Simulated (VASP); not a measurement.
Band structure of GaP (zinc blende). These are PBE GGA with D3 dispersion (zero damping), VASP's PBE PAW potentials (set 64) (plane waves; VASP) values and carry that method's errors.

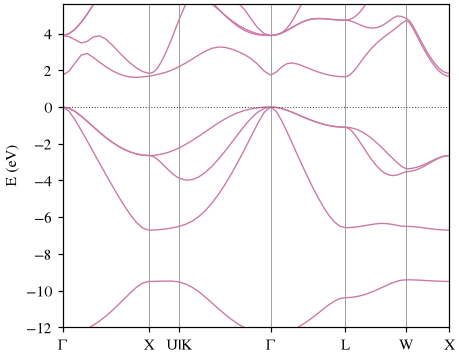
Figure. Bands along high-symmetry lines, zero at the valence-band maximum or, without a gap, the Fermi level

**Question.** Read the plot: is there a gap, and where are the band edges?

**Answer.** The gap is indirect, 1.61 eV, from the valence maximum at Γ to the conduction minimum at Γ-X at 0.86. (Edges off the drawn lines would not show.)

Measured: gap 2.43 eV (computed value off by -0.82 eV), as given by Wei Chen et al., Physical Review Materials (2018), doi:10.1103/physrevmaterials.2.073803 [zero-point renormalisation of 0.08 eV added back (the table's ZPR column)].

The compound is GaP in the zinc blende structure. It was relaxed first.
